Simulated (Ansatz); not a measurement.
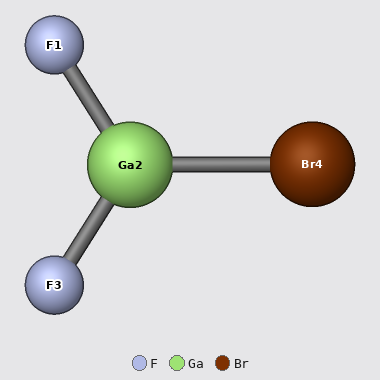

The system is BrF₂Ga (SMILES [F][Ga]([F])[Br]) with the probe H; the picture shows it without the atoms that are moved over the map. The probe is moved over the molecule's main plane. The first coordinate is: x of the probe's H atom; the second: y of the probe's H atom. Nothing is relaxed (molecule and probe rigid). The grid has 13 × 11 points; 66 points were computed and 59 follow by symmetry. At 18 points there is no value (left out of the scan, as a rule where atoms come close). Points are written as (first, second). Energies are in kJ/mol, from molecule and probe far apart, each relaxed in its own basis (no counterpoise correction). Energies and slopes of some neighbouring points disagree (a jump in structure or state, or too coarse a mesh). Method: UKS PBE-D4/def2-SVPD (Ansatz 0.2.0).

Range: x of the probe's H atom from −4.92 to 4.92 Å; y of the probe's H atom from −4.10 to 4.10 Å.

> What will the energy surface look like?

The lowest grid point is at (4.10 Å, 0.00 Å) [nearest 2 F at 3.41 Å], −2.9 kJ/mol from molecule and probe far apart, each relaxed in its own basis (no counterpoise correction). The highest grid point, (−0.82 Å, −0.82 Å) [nearest 1 Ga at 1.23 Å], lies 322 kJ/mol above the lowest.

```csv
"y of the probe's H atom ↓, x of the probe's H atom →",−4.92,−4.10,−3.28,−2.46,−1.64,−0.82,0.00,0.82,1.64,2.46,3.28,4.10,4.92
4.10,−1,−1,−2,−2,−2,−2,−2,−2,−2,−2,−2,−1,0
3.28,−1,−2,−2,−2,−3,−2,4,14,9,0,−2,−1,−1
2.46,−2,−2,2,7,7,9,48,56,45,16,−1,−2,−1
1.64,−2,3,22,77,90,53,128,–,–,38,1,−2,−1
0.82,−2,8,71,–,–,319,–,–,138,33,−1,−3,−1
0.00,−2,10,–,–,–,–,–,–,116,16,−2,−3,−2
−0.82,−2,8,71,–,–,319,–,–,138,33,−1,−3,−1
−1.64,−2,3,22,77,90,53,128,–,–,38,1,−2,−1
−2.46,−2,−2,2,7,7,9,48,56,45,16,−1,−2,−1
−3.28,−1,−2,−2,−2,−3,−2,4,14,9,0,−2,−1,−1
−4.10,−1,−1,−2,−2,−2,−2,−2,−2,−2,−2,−2,−1,0
```

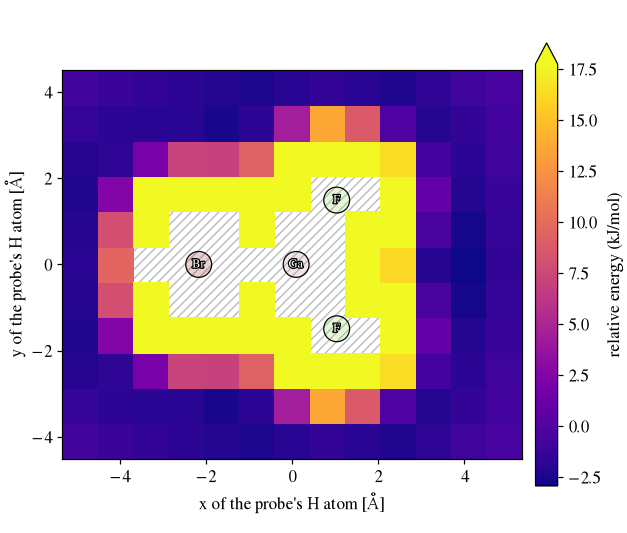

In the figure: one coloured cell a grid point, labelled circles for the molecule's atoms, projected on the plane, one colour for all values above the top of the scale, hatched blanks where no value was computed.

Each point was launched as `ansatz run input.yaml --threads 1 --pin off --max-ram 2560MiB --backend cpu --events-out ev --progress --plain --runs-dir out`. Time for the 66 points that were run: 13 min on 1 thread of Arm Neoverse V2, with other jobs on the host.
